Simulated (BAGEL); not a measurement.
# HF/STO-3G (density fitting with qzvpp-jkfit) run of CH5BrSi (SMILES [H][Si]([H])(C)Br)

Aim: the vertical ionisation energy of CH5BrSi at HF/STO-3G (density fitting with qzvpp-jkfit), from 2 runs. 

The results are computed with BAGEL 1.2.2.

4 further runs of the same task are left out: 3 that didn't finish, 1 set aside as unsound or not needed. Runs told in other sessions of the task aren't counted.

## 1. The system as given

CH5BrSi: 8 atoms, total charge 0, spin state singlet. As SMILES, `[H][Si]([H])(C)Br`. Geometry: relaxed at GFN2-xTB.

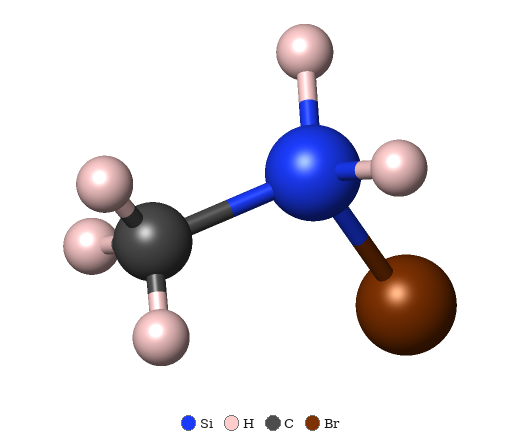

Viewed from a chosen angle; silicon blue, hydrogen pink, carbon dark grey, bromine brown.

## 2. The energy at HF/STO-3G (density fitting with qzvpp-jkfit)

The input, hf.json:

```json
{ "bagel": [

{
  "title": "molecule",
  "basis": "sto-3g",
  "df_basis": "qzvpp-jkfit",
  "angstrom": true,
  "geometry": [
    { "atom": "Si", "xyz": [       0.502550,      -0.619000,       0.360310 ] },
    { "atom": "H", "xyz": [       0.454730,      -0.720240,       1.812290 ] },
    { "atom": "H", "xyz": [       1.852830,      -0.738230,      -0.171110 ] },
    { "atom": "C", "xyz": [      -0.417350,       0.890380,      -0.302810 ] },
    { "atom": "H", "xyz": [       0.023680,       1.809870,       0.070730 ] },
    { "atom": "H", "xyz": [      -1.463940,       0.879390,      -0.006670 ] },
    { "atom": "H", "xyz": [      -0.385230,       0.925300,      -1.390100 ] },
    { "atom": "Br", "xyz": [      -0.567270,      -2.427470,      -0.372630 ] }
  ]
},

{ "title": "hf" },

{ "title": "print", "file": "orbitals.molden", "orbitals": true }

]}
```

Command:

```bash
$ BAGEL_NUM_THREADS=1 BAGEL hf.json > hf.out
```

Log:

```text
* using 1 threads per process

  ===============================================================
  ===============================================================

  *** Geometry ***

  { "atom" : "Si", "xyz" : [      0.949682,     -1.169740,      0.680887 ] },
  { "atom" : "H", "xyz" : [      0.859315,     -1.361056,      3.424732 ] },
  { "atom" : "H", "xyz" : [      3.501341,     -1.395053,     -0.323351 ] },
  { "atom" : "C", "xyz" : [     -0.788677,      1.682574,     -0.572228 ] },
  { "atom" : "H", "xyz" : [      0.044749,      3.420159,      0.133660 ] },
  { "atom" : "H", "xyz" : [     -2.766446,      1.661806,     -0.012604 ] },
  { "atom" : "H", "xyz" : [     -0.727979,      1.748564,     -2.626908 ] },
  { "atom" : "Br", "xyz" : [     -1.071985,     -4.587253,     -0.704169 ] },

  Number of auxiliary basis functions:      559

  Since a DF basis is specified, we compute 2- and 3-index integrals:
    o Being stored without compression. Storage requirement is 0.006 GB

  Number of basis functions:       37
  Number of electrons      :       60

    * METHOD: MOLECULE                             0.25

  *** RHF ***

  === Nuclear Repulsion ===
   233.2049992172

      * DIIS with orbital gradients will be used.

  === RHF iteration (sto-3g) ===
      0      -2870.61106977          0.00690180           0.04
      1      -2870.64918157          0.00132390           0.04
      2      -2870.65039000          0.00031035           0.04
      3      -2870.65048016          0.00003250           0.04
      4      -2870.65048111          0.00000775           0.05
      5      -2870.65048116          0.00000181           0.05
      6      -2870.65048116          0.00000022           0.05
      7      -2870.65048116          0.00000003           0.05
      8      -2870.65048116          0.00000000           0.04
    * SCF iteration converged.

    * Permanent dipole moment:
           (   -0.467402,    -0.923792,    -0.317126) a.u.

    * METHOD: HF                                   0.55

    * METHOD: PRINT                                0.00

  ===============================================================
```

It took 0.92 s on 1 thread of Arm Neoverse V1, shared host.

## 3. The doublet cation, same level

The input, job.json:

```json
{ "bagel" : [

{
  "title" : "molecule",
  "basis" : "sto-3g",
  "df_basis" : "qzvpp-jkfit",
  "angstrom" : "true",
  "geometry" : [
    { "atom" : "Si", "xyz" : [    0.502550,   -0.619000,    0.360310 ] },
    { "atom" : "H", "xyz" : [    0.454730,   -0.720240,    1.812290 ] },
    { "atom" : "H", "xyz" : [    1.852830,   -0.738230,   -0.171110 ] },
    { "atom" : "C", "xyz" : [   -0.417350,    0.890380,   -0.302810 ] },
    { "atom" : "H", "xyz" : [    0.023680,    1.809870,    0.070730 ] },
    { "atom" : "H", "xyz" : [   -1.463940,    0.879390,   -0.006670 ] },
    { "atom" : "H", "xyz" : [   -0.385230,    0.925300,   -1.390100 ] },
    { "atom" : "Br", "xyz" : [   -0.567270,   -2.427470,   -0.372630 ] }
  ]
},
{
  "title" : "uhf",
  "charge" : 1,
  "nopen" : 1
},
{
  "title" : "print",
  "file" : "orbitals.molden",
  "orbitals" : "true"
}

]}
```

Command:

```bash
$ BAGEL_NUM_THREADS=1 BAGEL job.json > job.out
```

Log:

```text
* using 1 threads per process

  ===============================================================
  ===============================================================

  *** Geometry ***

  { "atom" : "Si", "xyz" : [      0.949682,     -1.169740,      0.680887 ] },
  { "atom" : "H", "xyz" : [      0.859315,     -1.361056,      3.424732 ] },
  { "atom" : "H", "xyz" : [      3.501341,     -1.395053,     -0.323351 ] },
  { "atom" : "C", "xyz" : [     -0.788677,      1.682574,     -0.572228 ] },
  { "atom" : "H", "xyz" : [      0.044749,      3.420159,      0.133660 ] },
  { "atom" : "H", "xyz" : [     -2.766446,      1.661806,     -0.012604 ] },
  { "atom" : "H", "xyz" : [     -0.727979,      1.748564,     -2.626908 ] },
  { "atom" : "Br", "xyz" : [     -1.071985,     -4.587253,     -0.704169 ] },

  Number of auxiliary basis functions:      559

  Since a DF basis is specified, we compute 2- and 3-index integrals:
    o Being stored without compression. Storage requirement is 0.006 GB

  Number of basis functions:       37
  Number of electrons      :       60

    * METHOD: MOLECULE                             0.25

  *** Open-shell HF ***

  === Nuclear Repulsion ===
   233.2049992172

      * DIIS with orbital gradients will be used.

  === UHF iteration (sto-3g) ===
      0      -2870.20947230          0.02421611           0.08
      1      -2870.32394993          0.01424651           0.08
      2      -2870.35803155          0.00523545           0.08
      3      -2870.37041969          0.00379002           0.08
      4      -2870.38213035          0.00110251           0.08
      5      -2870.38295480          0.00035920           0.08
      6      -2870.38319421          0.00025899           0.08
      7      -2870.38332831          0.00016182           0.08
      8      -2870.38340045          0.00011472           0.08
      9      -2870.38340209          0.00002154           0.08
[... 23 lines of this table left out ...]
     33      -2870.38341457          0.00000003           0.08
     34      -2870.38341457          0.00000002           0.08
     35      -2870.38341457          0.00000001           0.08
     36      -2870.38341457          0.00000000           0.08
    * SCF iteration converged.

    * S^2 (UHF) is 0.7521

    * Permanent dipole moment:
           (   -0.341638,    -0.249203,    -0.242834) a.u.

    * METHOD: UHF                                  3.03

    * METHOD: PRINT                                0.00

  ===============================================================
```

It took 3.6 s on 1 thread of Arm Neoverse V1, shared host.

## 4. Summary of results

At HF/STO-3G (density fitting with qzvpp-jkfit):

| quantity | value |
| --- | --- |
| singlet CH5BrSi: total energy | -2870.65048 Eh |
| singlet CH5BrSi: dipole moment | 2.75 D |
| singlet CH5BrSi: HOMO energy | -8.05 eV |
| singlet CH5BrSi: LUMO energy | 9.67 eV |
| singlet CH5BrSi: HOMO–LUMO gap | 17.71 eV |
| doublet cation: total energy | -2870.38341 Eh |
| doublet cation: ⟨S²⟩ | 0.752 |
| vertical ionisation energy (to the doublet cation) | 7.267 eV |

What this shows: The vertical ionisation energy comes to 7.27 eV (168 kcal/mol). The negative HOMO energy of the first species, 8.05 eV, lies 0.78 eV above that difference. In a minimal basis such a difference can be off by several eV, whatever the method.
